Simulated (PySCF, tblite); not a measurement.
# C₆H₉Si₂ radical: geometry, infrared bands and EPR parameters

Wanted: the infrared bands and EPR parameters of C₆H₉Si₂ radical (`C[C@@H]([SiH2])C#CC#C[SiH3]`), by calculation.

Computed with tblite 0.8.0 and PySCF 2.14.0, with density-fitted response routines of our own, on a single molecule in the gas phase. Atoms count from 0, in the outputs and in this text.

## Step 1: Starting geometry

17 atoms, charge 0, multiplicity 2; geometry from: force field or distance geometry start.

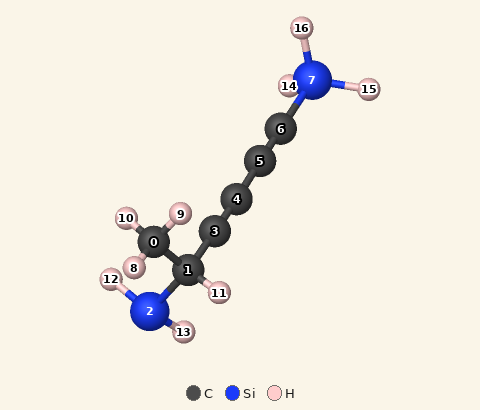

The starting geometry (carbon dark grey, silicon blue, hydrogen pink), atoms numbered.

## Step 2: Optimising the geometry with GFN2-xTB

What the job is given:

```
{"job": {"kind": "relax", "xc": "GFN2-xTB", "basis": "xTB"}, "charge": 0, "multiplicity": 2}
C     -2.832300     1.178400    -0.596300
C     -2.337100     0.436400     0.631600
Si    -3.047500    -1.283100     0.722100
C     -0.872600     0.287300     0.527600
C      0.338000     0.150800     0.438200
C      1.731900    -0.008000     0.285500
C      2.935300    -0.160300     0.171100
Si     4.741600    -0.361700     0.012500
H     -3.902800     1.387300    -0.574000
H     -2.194700     2.101600    -0.624800
H     -2.518700     0.558900    -1.472400
H     -2.537100     1.030200     1.569800
H     -2.732500    -1.980500    -0.516100
H     -2.402100    -2.014600     1.811700
H      4.956500    -1.785900    -0.214800
H      5.429400     0.074500     1.246900
H      5.237700     0.400700    -1.141900
```

The run is started by

```bash
$ OMP_NUM_THREADS=1 python probes_run.py task.json out
```

One launch serves the whole session: the jobs run in the order shown.

Log:

```text
step      E/eV     max force
  0    -563.14123    1.757
  1    -563.28211    1.234
  2    -563.31491    1.888
  3    -563.37384    0.640
  4    -563.39949    0.809
  5    -563.41579    1.450
  6    -563.43303    0.405
  7    -563.44099    0.280
  8    -563.45127    0.227
  9    -563.45434    0.154
 10    -563.45687    0.136
 11    -563.45855    0.159
 12    -563.46003    0.122
 13    -563.46104    0.077
 14    -563.46190    0.078
 15    -563.46265    0.080
 16    -563.46324    0.072
 17    -563.46363    0.048
 18    -563.46392    0.037
 19    -563.46418    0.047
 20    -563.46444    0.044
 21    -563.46475    0.048
 22    -563.46515    0.058
 23    -563.46561    0.064
 24    -563.46601    0.061
 25    -563.46631    0.053
 26    -563.46657    0.042
 27    -563.46681    0.041
 28    -563.46700    0.036
 29    -563.46715    0.034
 30    -563.46730    0.037
 31    -563.46751    0.052
 32    -563.46774    0.048
 33    -563.46793    0.031
 34    -563.46804    0.024
 35    -563.46814    0.029
 36    -563.46826    0.040
 37    -563.46839    0.033
 38    -563.46849    0.019
 39    -563.46855    0.021
 40    -563.46863    0.033
 41    -563.46872    0.036
 42    -563.46881    0.024
 43    -563.46888    0.021
 44    -563.46893    0.020
 45    -563.46899    0.028
 46    -563.46904    0.024
 47    -563.46908    0.014
 48    -563.46910    0.010
```

Run time: 0.4 s. Hardware: 1 thread of Arm Neoverse V1, shared host; peak memory 0.16 GiB.

Step by step: (not every step is listed)

| step | energy from step 0 (eV) | largest force (eV/Å) |
| --- | --- | --- |
| 0 | 0.0000 | 1.7572 |
| 1 | -0.1409 | 1.2340 |
| 2 | -0.1737 | 1.8879 |
| 3 | -0.2326 | 0.6403 |
| 4 | -0.2583 | 0.8088 |
| 5 | -0.2746 | 1.4504 |
| 6 | -0.2918 | 0.4046 |
| 7 | -0.2998 | 0.2802 |
| 8 | -0.3100 | 0.2272 |
| 11 | -0.3173 | 0.1594 |
| 14 | -0.3207 | 0.0779 |
| 17 | -0.3224 | 0.0481 |
| 20 | -0.3232 | 0.0442 |
| 23 | -0.3244 | 0.0636 |
| 26 | -0.3253 | 0.0419 |
| 29 | -0.3259 | 0.0335 |
| 32 | -0.3265 | 0.0482 |
| 35 | -0.3269 | 0.0288 |
| 38 | -0.3273 | 0.0187 |
| 41 | -0.3275 | 0.0356 |
| 43 | -0.3277 | 0.0205 |
| 44 | -0.3277 | 0.0196 |
| 45 | -0.3278 | 0.0276 |
| 46 | -0.3278 | 0.0241 |
| 47 | -0.3279 | 0.0137 |
| 48 | -0.3279 | 0.0102 |

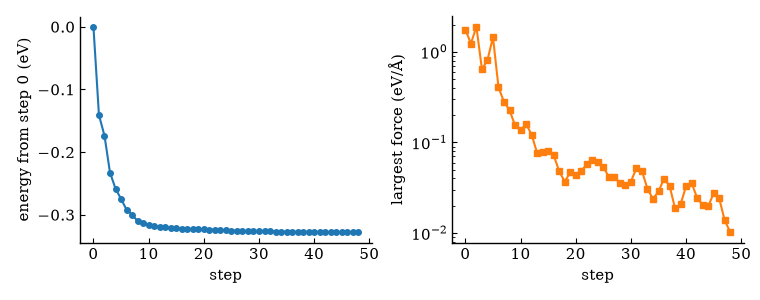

Energy and force, step by step.

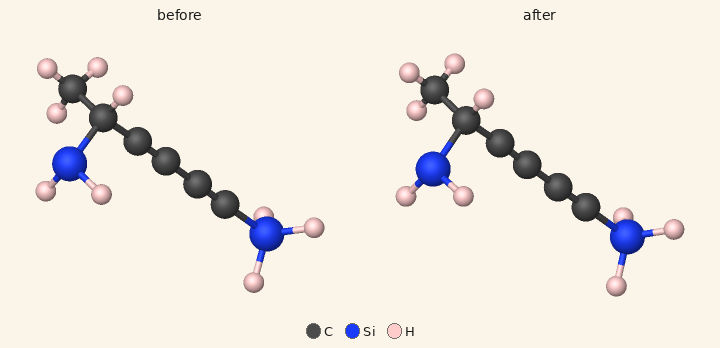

Before and after, at one scale.

Distances of close pairs at the start and the end, largest changes first:

| bond | before (Å) | after (Å) | change (Å) |
| --- | --- | --- | --- |
| C1–Si2 | 1.863 | 1.924 | +0.061 |
| C4–C5 | 1.411 | 1.353 | -0.058 |
| C1–C3 | 1.476 | 1.436 | -0.040 |
| C0–H9 | 1.122 | 1.090 | -0.033 |
| C1–H11 | 1.128 | 1.096 | -0.032 |
| C0–H10 | 1.118 | 1.088 | -0.030 |
| Si7–H15 | 1.479 | 1.466 | -0.013 |
| C0–C1 | 1.518 | 1.530 | +0.012 |

The next job starts from the end point, and lists it.

## Step 3: Harmonic vibrations with GFN2-xTB

What the job is given:

```
{"job": {"kind": "ir", "xc": "GFN2-xTB", "basis": "xTB"}, "charge": 0, "multiplicity": 2}
C     -2.802546     1.223907    -0.604129
C     -2.249477     0.461099     0.601350
Si    -2.931947    -1.333987     0.717232
C     -0.823264     0.319085     0.515642
C      0.368474     0.121106     0.417177
C      1.706833    -0.044527     0.309011
C      2.910027    -0.187955     0.208130
Si     4.725812    -0.388571     0.020684
H     -3.882774     1.329107    -0.521941
H     -2.361129     2.218209    -0.666334
H     -2.574564     0.695068    -1.527675
H     -2.490631     1.012922     1.517201
H     -2.726700    -2.072153    -0.523285
H     -2.436764    -2.020985     1.903306
H      5.018479    -1.807126    -0.209723
H      5.383496     0.072632     1.247442
H      5.159676     0.414199    -1.127482
```

Log:

```text
mode    cm-1     km/mol
  1     -30.8      0.00
  2      45.6      0.35
  3      57.1      0.64
  4     102.5      0.64
  5     121.7      0.81
  6     141.8      0.07
  7     190.9      0.26
  8     206.0      0.25
  9     215.6      0.32
 10     247.3      0.26
 11     355.0      1.74
 12     386.8      1.72
 13     401.7      1.27
 14     412.6      5.98
 15     473.7     18.67
 16     523.2     11.68
 17     532.7     91.02
 18     534.9     89.31
 19     545.1     47.32
 20     673.9     19.58
 21     743.0    213.90
 22     787.6    729.03
 23     789.5    228.29
 24     792.2    181.74
 25     849.3    105.46
 26     991.5      8.58
 27    1047.6     18.71
 28    1084.0      2.85
 29    1167.9      3.09
 30    1237.8     42.25
 31    1304.1     36.18
 32    1413.6      1.12
 33    1495.5      1.96
 34    1507.0      5.08
 35    2225.9    432.70
 36    2227.2    434.18
 37    2228.9    413.75
 38    2246.3    150.21
 39    2289.9    377.68
 40    2299.0    114.79
 41    2316.5    535.02
 42    2904.3     41.69
 43    3010.8     33.46
 44    3022.7     44.61
 45    3030.4     22.44
```

It took 0.72 s on 1 thread of Arm Neoverse V1, shared host; peak memory 0.16 GiB.

Which atoms move in the most intense modes:

| cm⁻¹ | km/mol | atoms |
| --- | --- | --- |
| 743 | 213.9 | H13 46 %, H12 44 % |
| 788 | 729.0 | H16 35 %, H15 34 %, H14 19 % |
| 790 | 228.3 | H16 54 %, H15 21 %, H14 20 % |
| 2226 | 432.7 | H14 67 %, H16 22 % |
| 2227 | 434.2 | H16 49 %, H15 18 %, C5 13 %, C6 12 % |
| 2229 | 413.8 | H15 42 %, C5 26 %, C6 24 % |
| 2290 | 377.7 | C4 46 %, C3 39 % |
| 2316 | 535.0 | H13 68 %, H12 28 % |

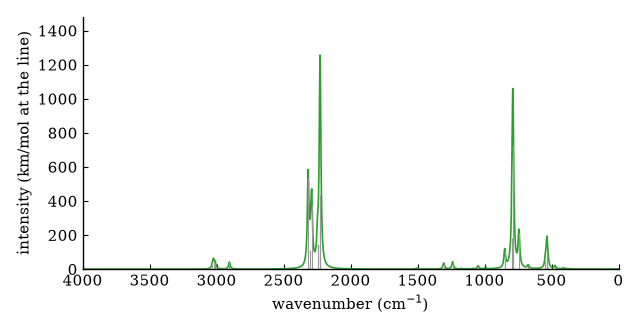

The infrared spectrum from these modes, unscaled. Lines are broadened to a width of 14 cm⁻¹ (Lorentzian).

## Step 4: EPR parameters: B3LYP/pcH-1

The job, as its differences from that of step 3:

```diff
@@ -1,2 +1,2 @@
-{"job": {"kind": "ir", "xc": "GFN2-xTB", "basis": "xTB"}, "charge": 0, "multiplicity": 2}
+{"job": {"kind": "epr", "basis": "pcH-1"}, "charge": 0, "multiplicity": 2}
 C     -2.802546     1.223907    -0.604129
```

With the program's defaults for keys left out, this is: UKS B3LYP, pcH-1 on C H Si, non-relativistic, mean-field spin-orbit, GIAO.

Log:

```text
UKS, coarse grid
  cycle   1  E = -812.85377596  |g| = 3.63e-01
  cycle   2  E = -812.80329140  |g| = 4.31e-01
  cycle   3  E = -812.90800240  |g| = 1.49e-01
  cycle   4  E = -812.91846167  |g| = 7.57e-02
  cycle   5  E = -812.92166923  |g| = 1.19e-02
  cycle   6  E = -812.92171460  |g| = 1.01e-02
  cycle   7  E = -812.92176161  |g| = 3.08e-03
  cycle   8  E = -812.92176740  |g| = 8.55e-04
UKS, final grid
  cycle   1  E = -812.92175234  |g| = 1.29e-03
  cycle   2  E = -812.92174900  |g| = 2.85e-03
  cycle   3  E = -812.92175321  |g| = 4.77e-04
  cycle   4  E = -812.92175334  |g| = 1.13e-04
  cycle   5  E = -812.92175336  |g| = 1.49e-04
  cycle   6  E = -812.92175340  |g| = 4.39e-05
  cycle   7  E = -812.92175340  |g| = 1.42e-05
E = -812.92175340 Eh   <S^2> = 0.7533 (exact 0.7500)
g shifts (ppm)      1          2          3
  rmc          -131       -131       -131
  gc             15        120         83
  oz_so         -92        456       1926
  total        -208        446       1879
hyperfine (MHz)  atom isotope    a_iso     a_fc   dipolar eigenvalues
    0   13C       0.52       0.53     -0.84     -0.31      1.15
    1   13C      18.76      18.73     -3.15     -2.93      6.08
    2  29Si    -393.22    -394.27   -173.77     86.63     87.14
    3   13C      27.83      27.83     -6.23     -0.25      6.48
    4   13C       8.37       8.38     -7.23     -5.96     13.18
    5   13C      -7.44      -7.45     -3.08      0.07      3.01
    6   13C       4.45       4.46     -4.38     -2.95      7.33
    7  29Si       2.59       2.60     -0.11     -0.03      0.14
    8    1H      -0.37      -0.37     -2.77     -1.93      4.70
    9    1H      -1.59      -1.59     -1.21     -0.85      2.07
   10    1H      -0.23      -0.23     -1.97     -1.55      3.52
   11    1H      -0.32      -0.32     -3.79     -2.59      6.38
   12    1H      35.31      35.30     -9.89      1.48      8.41
   13    1H      33.95      33.93     -9.81      1.39      8.42
   14    1H       4.41       4.41     -0.33     -0.16      0.49
   15    1H       0.74       0.74     -0.27     -0.26      0.52
   16    1H       2.35       2.35     -0.28     -0.23      0.51
```

Wall time 2.1 min (1 thread of Arm Neoverse V1, shared host); peak memory 0.97 GiB.

Principal g values 2.00211, 2.00277, 2.00420; g(iso) = 2.00302, against 2.00232 for a free electron.

Hyperfine couplings; where a row names several nuclei, a(iso) is their mean (it holds for fast rotation or exchange) and the dipolar term the largest among them:

| nuclei | isotope | a(iso) (MHz) | a(iso) (G, at g = 2.0023) | largest dipolar term (MHz) |
| --- | --- | --- | --- | --- |
| Si2 | 29Si | -393.2 | -140.3 | -173.8 |
| H12, H13 | 1H | 34.6 | 12.4 | -9.9 |
| C3 | 13C | 27.8 | 9.9 | 6.5 |
| C1 | 13C | 18.8 | 6.7 | 6.1 |
| C4 | 13C | 8.4 | 3.0 | 13.2 |
| C5 | 13C | -7.4 | -2.7 | -3.1 |
| C6 | 13C | 4.5 | 1.6 | 7.3 |
| Si7 | 29Si | 2.6 | 0.9 | 0.1 |
| H14, H15, H16 | 1H | 2.5 | 0.9 | 0.5 |
| H8, H9, H10 | 1H | -0.7 | -0.3 | 4.7 |
| C0 | 13C | 0.5 | 0.2 | 1.1 |
| H11 | 1H | -0.3 | -0.1 | 6.4 |

Mulliken spin populations:

C0 0.00; C1 0.00; Si2 0.94; C3 -0.04; C4 0.08; C5 -0.03; C6 0.06; Si7 0.00; H8 0.00; H9 0.00; H10 0.00; H11 0.00; H12 0.00; H13 0.00; H14 0.00; H15 0.00; H16 0.00

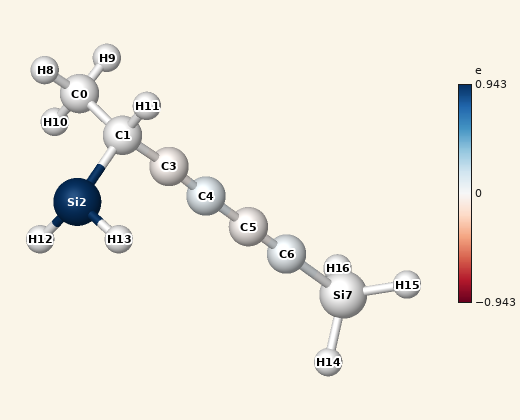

Mulliken spin populations, as colours on the atoms.

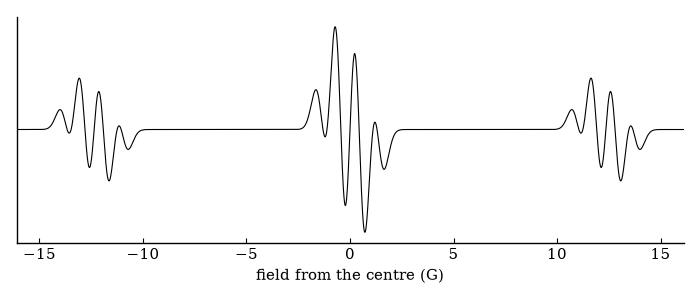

First-order isotropic spectrum (first derivative, main isotopes with spin only, couplings over 0.8 MHz, Gaussian width 0.3 G; couplings of the frozen geometry, rotation of groups not averaged beyond the rows shown).

Orbitals, density, ELF and potential are computed afterwards from the orbital file.

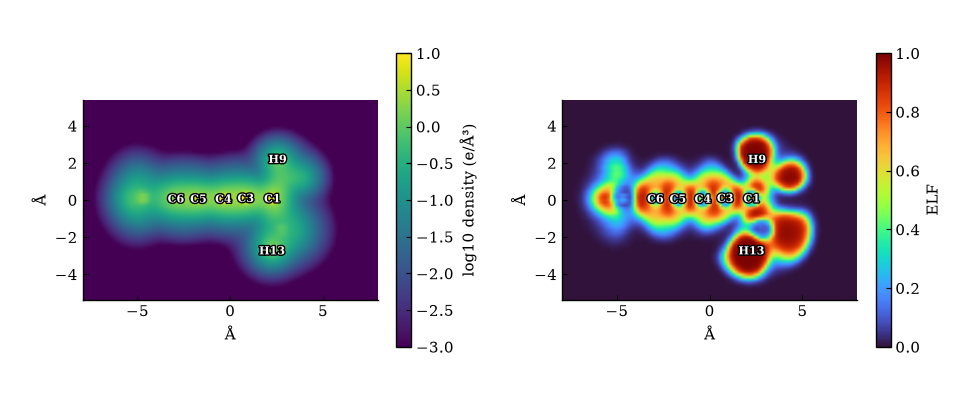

Density (left) and ELF (right) in a plane through or near 7 of the atoms.

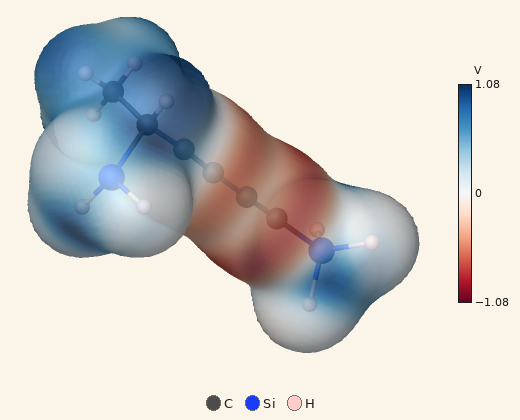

The potential that a unit positive charge feels on the 0.002 e/bohr³ surface, from -0.71 V near C5 to 1.08 V near H11.

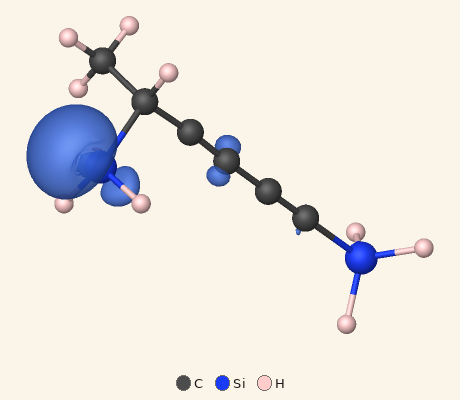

Spin density at ±0.05 e/Å³ (alpha excess blue, beta excess red).

## Step 5: Summary of results

```
                                 quantity                    value
strongest single infrared mode (GFN2-xTB)     788 cm⁻¹, 729 km/mol
             zero-point energy (GFN2-xTB)            70.3 kcal/mol
                           g(iso) (B3LYP)                  2.00302
                                     ⟨S²⟩       0.753 (exact 0.75)
       largest a(iso) (averaged by class)  29Si on Si2, -393.2 MHz
    surface potential, least and greatest       -0.71 V and 1.08 V
```

In words: Over 48 steps the energy fell by 0.328 eV; of the close pairs, C1–Si2 changed most, 1.863 to 1.924 Å. The lowest mode is imaginary (31i cm⁻¹), so the xTB geometry is not a minimum. Unscaled tight-binding wavenumbers are off by several per cent, some by more. Its intensities can rank the bands wrongly. Si2 carries the largest spin population, 0.94 e. The isotropic g lies 0.7 ppt above the free-electron value.
